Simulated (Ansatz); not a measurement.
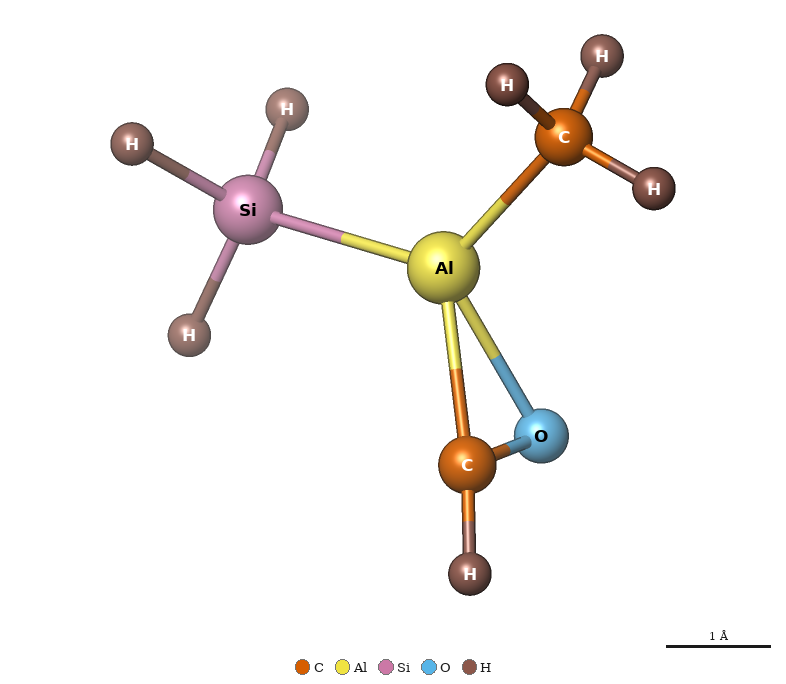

Depth is shown by fading: the farther an atom, the more it takes the colour of the background. Computed geometry: PBE0-D4/def2-TZVP optimisation. No frequency run is at hand to confirm it as a minimum. Masses are those of the most abundant isotopes; constants are for the rigid equilibrium geometry.

**Classify the rotor and give the rotational constants (MHz).**

An asymmetric top (C1): A = 3746, B = 2067, C = 1463 MHz. Ray's parameter κ is −0.47, nearer the prolate limit.
